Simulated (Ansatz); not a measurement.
# SiH3O2 (SMILES O[SiH]O) at UPBE/def2-TZVP

Aim: the vertical ionisation energy of SiH3O2 at UPBE/def2-TZVP, from 2 runs. 

The calculation is run with Ansatz 0.2.0.

24 further runs of the same task are left out: 24 set aside as unsound or not needed. Runs told in other sessions of the task aren't counted.

## Step 1: The structure to begin with

The species is SiH3O2 (6 atoms), meant as a doublet with charge 0. As SMILES, `O[SiH]O`. The shape is that of a PBE0-D4/def2-TZVP optimisation. This is one conformer, not always the lowest.

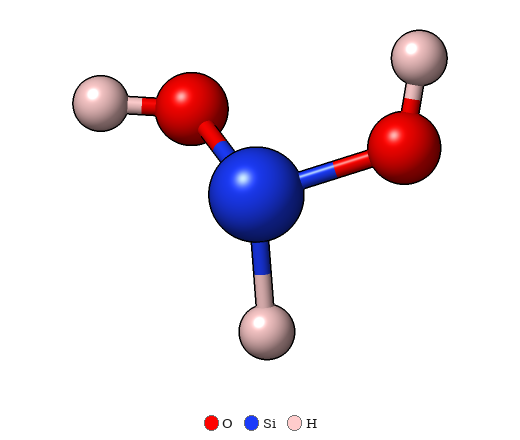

The structure, seen from a chosen angle (oxygen red, silicon blue, hydrogen pink).

## Step 2: A single-point energy at UPBE/def2-TZVP

File job.yaml:

```yaml
crystal:
  periodic: [false, false, false]
  atoms:
    - {symbol: O, position_ang: [-1.186200, -0.443400, -0.202500]}
    - {symbol: Si, position_ang: [0.358900, 0.083300, -0.457100]}
    - {symbol: O, position_ang: [1.071000, 0.255000, 1.010900]}
    - {symbol: H, position_ang: [-1.625300, -0.879000, -0.934700]}
    - {symbol: H, position_ang: [0.393800, 1.459300, -1.043800]}
    - {symbol: H, position_ang: [0.987700, -0.475200, 1.627200]}
basis:
  gaussian: {orbitals: def2-TZVP}
magnetization: {spin_polarized: true, initial_magnetization: 1}
hamiltonian: {xc: {name: PBE}}
accuracy: high
output: {orbitals: {seedname: orbitals}}
```

Started as:

```console
$ ansatz run job.yaml --threads 1 --pin off --max-ram 2610MiB --events-out events.jsonl --progress --plain --runs-dir runs
```

Standard output:

```text
Warning: RAYON_NUM_THREADS=1 ignored (pool sized by the plan → 1); use --threads N
Functional definition: PBE
  name "PBE"
  parameter kappa = 0.804
  parameter beta = 0.06672455060314922
  exchange = pbe_x(kappa = kappa, mu = beta*pi^2/3)
  correlation = pbe_c(beta = beta)
2060 factors; integrals over basis functions are off by at most 3.5e-9 eV
mean field evaluation 1: about -12003.8104 eV, gradient 6.0e1 eV
mean field evaluation 2: about -11940.1570 eV, gradient 1.3e2 eV
mean field evaluation 4: about -12015.1039 eV, gradient 5.9e0 eV
mean field evaluation 8: about -12015.2496 eV, gradient 1.8e-1 eV
mean field evaluation 16: about -12015.2497 eV, gradient 7.0e-5 eV
mean field -12015.24970564 eV, -441.5522824535 hartree, gradient 6.4e-8 eV, S^2 0.751748; 0 other end points of the search recorded, 0 dependent functions left out
reference -12015.24970905 eV, -441.5522825788 hartree; 17, 16 occupied and 100, 101 virtual orbitals, 2060 factors
Total energy: -12015.24970905 eV, -441.5522825788 hartree
```

Run time: 10 s. Hardware: 1 thread of Arm Neoverse V1, shared host; peak memory 0.33 GiB.

## Step 3: The singlet cation, same level

File input.yaml:

```yaml
crystal:
  periodic: [false, false, false]
  atoms:
    - {symbol: O, position_ang: [-1.186200, -0.443400, -0.202500]}
    - {symbol: Si, position_ang: [0.358900, 0.083300, -0.457100]}
    - {symbol: O, position_ang: [1.071000, 0.255000, 1.010900]}
    - {symbol: H, position_ang: [-1.625300, -0.879000, -0.934700]}
    - {symbol: H, position_ang: [0.393800, 1.459300, -1.043800]}
    - {symbol: H, position_ang: [0.987700, -0.475200, 1.627200]}
basis:
  gaussian:
    orbitals: def2-TZVP
total_charge: 1
hamiltonian:
  xc: pbe
accuracy: high
output: {orbitals: {seedname: orbitals}}
```

Started as:

```console
$ ansatz run input.yaml --threads 1 --pin off --max-ram 2610MiB --events-out events.jsonl --progress --plain --runs-dir runs
```

Standard output, cut to the lines that bear on the results:

```text
Warning: RAYON_NUM_THREADS=1 ignored (pool sized by the plan → 1); use --threads N
[... 6 set-up lines as earlier in the session ...]
2060 factors; integrals over basis functions are off by at most 3.5e-9 eV
mean field evaluation 1: about -11979.3805 eV, gradient 1.3e2 eV
mean field evaluation 2: about -11780.1903 eV, gradient 2.9e2 eV
mean field evaluation 4: about -12005.4168 eV, gradient 3.0e1 eV
mean field evaluation 8: about -12007.3353 eV, gradient 2.9e-1 eV
mean field evaluation 16: about -12007.3251 eV, gradient 8.0e-5 eV
mean field -12007.32508276 eV, -441.2610579342 hartree, gradient 9.6e-8 eV, S^2 0.000000; 0 other end points of the search recorded, 0 dependent functions left out
reference -12007.32508607 eV, -441.2610580559 hartree; 16, 16 occupied and 101, 101 virtual orbitals, 2060 factors
Total energy: -12007.32508607 eV, -441.2610580559 hartree
```

It took 7.2 s on 1 thread of Arm Neoverse V1, shared host; peak memory 0.28 GiB.

## Step 4: What came out

At UPBE/def2-TZVP:

| quantity | value |
| --- | --- |
| doublet SiH3O2: total energy | -441.55228 Eh |
| doublet SiH3O2: HOMO energy (highest over α and β) | -4.46 eV |
| doublet SiH3O2: LUMO energy (lowest over α and β) | -2.73 eV |
| doublet SiH3O2: ⟨S²⟩ | 0.752 |
| singlet cation: total energy | -441.26106 Eh |
| singlet cation: HOMO energy | -14.69 eV |
| singlet cation: LUMO energy | -11.23 eV |
| singlet cation: HOMO–LUMO gap | 3.46 eV |
| vertical ionisation energy (to the singlet cation) | 7.925 eV |

In words: The vertical ionisation energy comes to 7.92 eV (183 kcal/mol).
